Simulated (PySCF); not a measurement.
# A workflow on GeH4Se (SMILES [GeH3][SeH])

Wanted: a geometry optimisation (TPSSh-D3(BJ)/SBKJC), then a single-point energy (DF-CCSD(T)/aug-pc-1), then the excited states (TD-B1B95/pcSseg-1) of GeH4Se. Input form: a Python script.

The calculation is run with PySCF 2.14.0.

1 further run of the same task is left out (for a faulty analytic Hessian).

## Step 1: The structure to begin with

The species is GeH4Se (6 atoms), meant as a singlet with charge 0. As SMILES, `[GeH3][SeH]`. The shape comes from a force field and isn't a relaxed structure. The run starts from this shape.

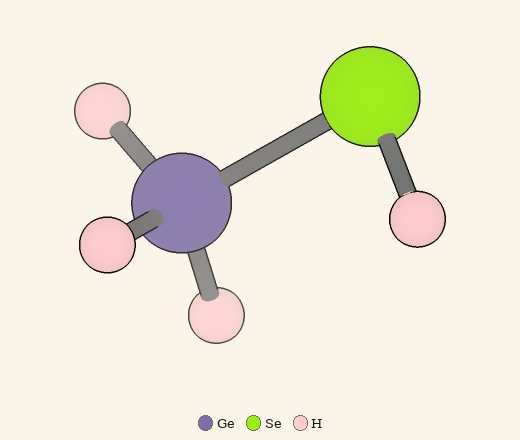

Viewed from a chosen angle; germanium purple, selenium green, hydrogen pink.

## Step 2: A structure relaxation at TPSSh-D3(BJ)/SBKJC (core potential) (run 1)

mol.xyz

```xyz
6

Ge    -0.227900    -0.325300    -0.437400
Se    -0.224000     0.992500     1.529400
H      0.355300    -1.655900    -0.207900
H     -1.674100    -0.478300    -0.892000
H      0.498500     0.459500    -1.583700
H      1.314400     0.943400     1.545400
```

run.py

```python
from pyscf import gto, dft
from pyscf.geomopt.geometric_solver import kernel as optimise

mol = gto.M(
    atom='mol.xyz',
    verbose=4,
    basis='sbkjc',
    max_memory=1860,
    ecp={'Ge': 'sbkjc', 'Se': 'sbkjc'},
)

mf = dft.RKS(mol, xc='tpssh')
mf.disp = 'd3bj'
converged, mol_eq = optimise(mf, maxsteps=100, convergence_set='GAU_TIGHT')
print('converged:', converged)
print(mol_eq.tostring())

mf.reset(mol_eq)
mol = mol_eq
mf.kernel()
e_tot = mf.e_tot
print('Final energy', e_tot)
```

Started as:

```bash
$ OMP_NUM_THREADS=1 python run.py
```

The log of the run:

```text
PySCF version 2.14.0

[... 23 lines left out ...]
convergence_set           GAU_TIGHT
[... 110 lines left out ...]
converged SCF energy = -15.575400745285
[... 243 lines left out ...]
converged SCF energy = -15.5793269101422
[... 311 lines left out ...]
converged SCF energy = -15.5793284913254
[... 301 lines left out ...]
converged SCF energy = -15.5793287039118
[... 307 lines left out ...]
converged SCF energy = -15.5793287162016
[... 306 lines left out ...]
converged SCF energy = -15.5793288586649
[... 305 lines left out ...]
converged SCF energy = -15.5793288951934
[... 233 lines left out ...]
converged SCF energy = -15.579328832159
[... 299 lines left out ...]
converged SCF energy = -15.5793288347595
[... 152 lines left out ...]
converged SCF energy = -15.5793288350218
Final energy -15.579328835021837
```

Run time: 65 s. Hardware: 1 thread of Arm Neoverse V1, shared host; peak memory 0.33 GiB.

Steps, from the record of the run:

```tsv
step	energy from the first frame kept (eV)	largest force (eV/Å)
0	0.0000	1.6505
2	-0.1059	0.0637
4	-0.1069	0.0069
6	-0.1069	0.0018
8	-0.1069	0.0023
10	-0.1069	0.0005
12	-0.1069	0.0005
14	-0.1069	0.0023
16	-0.1069	0.0062
18	-0.1069	0.0035
20	-0.1069	0.0002
22	-0.1069	0.0012
24	-0.1069	0.0023
26	-0.1069	0.0002
28	-0.1069	0.0003
30	-0.1069	0.0003
31	-0.1069	0.0002
```

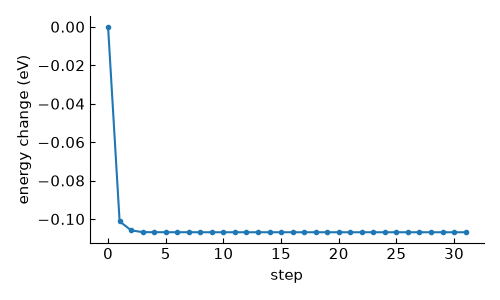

Energy along the run.

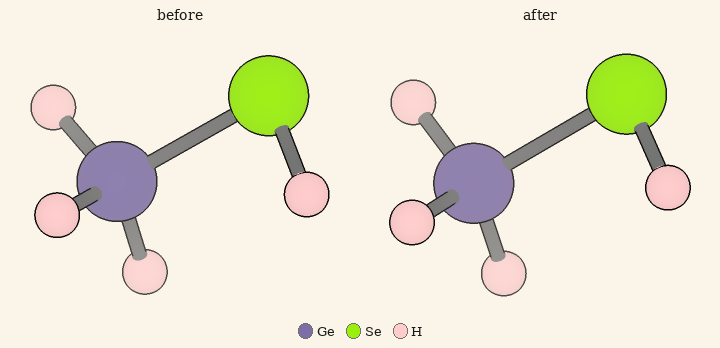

Before and after, at one scale.

After the run. Bond lengths: Ge1–Se2 2.437 Å, Ge1–H3 1.540 Å, Ge1–H4 1.536 Å, Ge1–H5 1.540 Å, Se2–H6 1.506 Å. Angles: Ge1–Se2–H6 92.9°, Se2–Ge1–H3 110.1°, Se2–Ge1–H4 104.7°, Se2–Ge1–H5 110.1°, H3–Ge1–H4 111.0°, H3–Ge1–H5 109.9°, H4–Ge1–H5 111.0°.

## Step 3: The energy at DF-CCSD(T)/aug-pc-1 (run 3)

start.xyz

```xyz
6
GeH4Se
Ge    -0.253902    -0.338005    -0.463407
Se    -0.232290     0.922948     1.622443
H      0.398057    -1.717649    -0.253440
H     -1.741863    -0.480158    -0.816041
H      0.501265     0.438920    -1.558236
H      1.271296     0.903458     1.707113
```

input.py

```python
# [GeH3][SeH]
from pyscf import gto, cc

molecule = gto.M(
    atom='start.xyz',
    basis='aug-pc-1',
    charge=0,
    verbose=3,
    max_memory=1860,
)

mf = molecule.RHF()
mf.kernel()

mycc = cc.CCSD(mf, frozen=18).density_fit()
mycc.kernel()
e_t = mycc.ccsd_t()
e_tot = mycc.e_tot + e_t
print('E = %.10f Eh' % e_tot)
```

Started as:

```bash
$ OMP_NUM_THREADS=1 python input.py
```

The log of the run:

```text
converged SCF energy = -4477.32905684753

WARN: Even tempered Gaussians are generated as DF auxbasis for  Ge Se H

WARN: Even tempered Gaussians are generated as DF auxbasis for  Ge Se H

E(RCCSD) = -4477.616346515464  E_corr = -0.2872896679363385
RCCSD(T) correction = -0.0084989428012012
E = -4477.6248454583 Eh
```

It took 2.3 min on 1 thread of Arm Neoverse V1, shared host; peak memory 0.71 GiB.

## Step 4: The vertical excitations at TD-B1B95/pcSseg-1 (spin of roots singlet) (run 4)

input.xyz

```xyz
6

Ge    -0.253902    -0.338005    -0.463407
Se    -0.232290     0.922948     1.622443
H      0.398057    -1.717649    -0.253440
H     -1.741863    -0.480158    -0.816041
H      0.501265     0.438920    -1.558236
H      1.271296     0.903458     1.707113
```

input.py

```python
# [GeH3][SeH]
from pyscf import gto, dft, tdscf

mol = gto.M(
    atom='input.xyz',
    max_memory=1860,
    verbose=4,
    basis='pcsseg-1',
    spin=0,
    charge=0,
)

mf = dft.RKS(mol, xc='b1b95')
mf.kernel()

e_final = mf.e_tot
print('Final energy', e_final)

td = mf.TDDFT()
td.nstates = 8
td.kernel()
td.analyze()
roots = td.e * 27.211386
osc = td.oscillator_strength()
print('state   eV      nm      f')
for i, (w, f) in enumerate(zip(roots, osc), 1):
    print('%3d %9.4f %8.1f %9.5f' % (i, w, 1239.842 / w, f))
```

Started as:

```bash
$ OMP_NUM_THREADS=1 python input.py
```

The log of the run:

```text
PySCF version 2.14.0

[... 71 lines left out ...]
converged SCF energy = -4481.12544184556
Final energy -4481.125441845557
[... 30 lines left out ...]
** Transition electric dipole moments (AU) **
state          X           Y           Z        Dip. S.      Osc.
  1        -0.0100     -0.2116      0.1280      0.0612      0.0071
  2         0.0050      0.1070     -0.0646      0.0156      0.0021
  3         0.0006      0.0154     -0.0095      0.0003      0.0001
[... 4 lines of this table left out ...]
  8         0.0085      0.1815     -0.1121      0.0456      0.0091

** Transition velocity dipole moments (imaginary part, AU) **
state          X           Y           Z        Dip. S.      Osc.
  1        -0.0017     -0.0371      0.0224      0.0019      0.0072
  2         0.0016      0.0338     -0.0205      0.0016      0.0052
  3         0.0003      0.0067     -0.0041      0.0001      0.0002
[... 4 lines of this table left out ...]
  8         0.0027      0.0579     -0.0358      0.0046      0.0103

** Transition magnetic dipole moments (imaginary part, AU) **
state          X           Y           Z
  1         0.1349     -0.0811     -0.1235
  2         0.3322     -0.2460     -0.3805
  3        -0.1165      0.0954      0.1499
[... 4 lines of this table left out ...]
  8         0.8304     -0.1084     -0.1162
state   eV      nm      f
  1    4.7329    262.0   0.00710
  2    5.4538    227.3   0.00209
  3    6.7909    182.6   0.00005
[... 4 lines of this table left out ...]
  8    8.1777    151.6   0.00914
```

Run time: 9.3 min. Hardware: 1 thread of Arm Neoverse V1, shared host; peak memory 0.85 GiB.

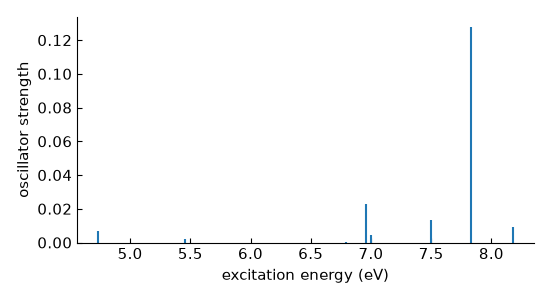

Vertical excitations as sticks.

The roots found:

```tsv
excited state	energy (eV)	strength
1	4.733	0.0071
2	5.454	0.0021
3	6.791	0.0001
4	6.960	0.0231
5	7.002	0.0043
6	7.496	0.0131
7	7.832	0.1276
8	8.178	0.0091
```

## Step 5: What came out

| quantity | value |
| --- | --- |
| run 1, TPSSh-D3(BJ)/SBKJC: total energy at the end | -15.57933 Eh |
| run 1, TPSSh-D3(BJ)/SBKJC: dipole moment | 2.00 D |
| run 1, TPSSh-D3(BJ)/SBKJC: HOMO energy | -6.20 eV |
| run 1, TPSSh-D3(BJ)/SBKJC: LUMO energy | -1.08 eV |
| run 1, TPSSh-D3(BJ)/SBKJC: HOMO–LUMO gap | 5.12 eV |
| run 1, TPSSh-D3(BJ)/SBKJC: dispersion energy | -12.44 kJ/mol |
| run 3, DF-CCSD(T)/aug-pc-1: total energy | -4477.62485 Eh |
| run 3, DF-CCSD(T)/aug-pc-1: dipole moment (Hartree–Fock density) | 1.58 D |
| run 3, DF-CCSD(T)/aug-pc-1: HOMO energy (Hartree–Fock orbitals) | -9.46 eV |
| run 3, DF-CCSD(T)/aug-pc-1: LUMO energy (Hartree–Fock orbitals) | 0.80 eV |
| run 3, DF-CCSD(T)/aug-pc-1: HOMO–LUMO gap (Hartree–Fock orbitals) | 10.26 eV |
| run 3, DF-CCSD(T)/aug-pc-1: correlation energy (18 core orbitals frozen) | -295.8 mEh |
| run 3, DF-CCSD(T)/aug-pc-1: (T) correction | -8.50 mEh |
| run 3, DF-CCSD(T)/aug-pc-1: T1 diagnostic | 0.008 |
| run 4, TD-B1B95/pcSseg-1: ground-state or mean-field energy | -4481.12544 Eh |
| run 4, TD-B1B95/pcSseg-1: dipole moment (B1B95 Kohn–Sham density) | 1.38 D |
| run 4, TD-B1B95/pcSseg-1: HOMO energy (B1B95 Kohn–Sham orbitals) | -6.83 eV |
| run 4, TD-B1B95/pcSseg-1: LUMO energy (B1B95 Kohn–Sham orbitals) | -0.40 eV |
| run 4, TD-B1B95/pcSseg-1: HOMO–LUMO gap (B1B95 Kohn–Sham orbitals) | 6.43 eV |
| run 4, TD-B1B95/pcSseg-1: lowest singlet excitation energy | 4.73 eV |

**Reading.** The optimisation (run 1, TPSSh-D3(BJ)/SBKJC) took 31 steps and changed the energy by -0.107 eV. Mulliken charges (run 1, TPSSh-D3(BJ)/SBKJC) run from -0.09 on Se2 to +0.20 on Ge1. The triples (run 3, DF-CCSD(T)/aug-pc-1) make up 2.9 % of the correlation energy. The brightest of the 8 transitions from the ground state lies at 7.83 eV (158 nm, f = 0.128); the lowest, at 4.73 eV, has f = 0.007. Roots above 6.8 eV lie over the negative of the HOMO energy, where those of Rydberg kind are poorly described; valence roots are less touched.
